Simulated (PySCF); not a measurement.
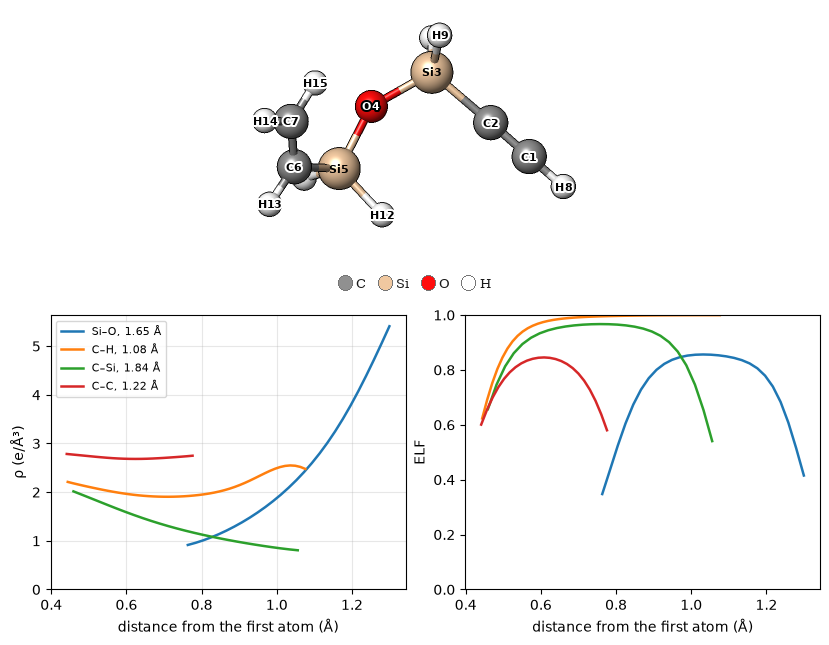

Figure 1: C₄H₈OSi₂ (SMILES C#C[SiH2]O[SiH2]C=C). Electron density and electron localisation function along straight lines between neighbouring atoms. The curves leave out the atomic cores. The structure is drawn too.

Geometry: PBE0-D3(BJ)/def2-SVP.

All numbers below come from PBE0/pcSseg-1, SCF density, gas phase, non-relativistic in PySCF.

Input

```
{"job": {"kind": "nmr", "xc": "PBE0", "basis": "pcSseg-1"}, "charge": 0, "multiplicity": 1}
C     -3.296683     1.308741    -0.713423
C     -2.657479     0.662255     0.095732
Si    -1.669571    -0.308932     1.300639
O     -0.247784    -0.789805     0.614689
Si     0.737335    -0.746821    -0.725005
C      2.400318    -0.099844    -0.195797
C      2.668294     0.248812     1.067363
H     -3.866921     1.873198    -1.430243
H     -1.382155     0.544833     2.486155
H     -2.453099    -1.506078     1.709843
H      0.857721    -2.129183    -1.277545
H      0.132975     0.128973    -1.775088
H      3.193741     0.000068    -0.948988
H      3.648534     0.630622     1.373502
H      1.908900     0.162980     1.852519
```

Command:

```sh
OMP_NUM_THREADS=1 python probes_run.py task.json out
```

> Compare the contacts.

Si–O (1.65 Å): ρ is about 1.1 e/Å³ halfway; the ELF peaks at about 0.85 between the atoms (a polar covalent bond).
C–H (1.08 Å): the density is about 2 e/Å³ at the midpoint; the ELF climbs to about 1 towards the hydrogen, as it does in any bond to H (an ordinary covalent bond to hydrogen).
C–Si (1.84 Å): ρ at the midpoint is about 0.95 e/Å³; the ELF peaks at about 0.95 between the atoms (a shared electron pair).
C–C (1.22 Å): ρ is about 2.7 e/Å³ halfway; the ELF peaks at about 0.85 between the atoms: a multiple bond.
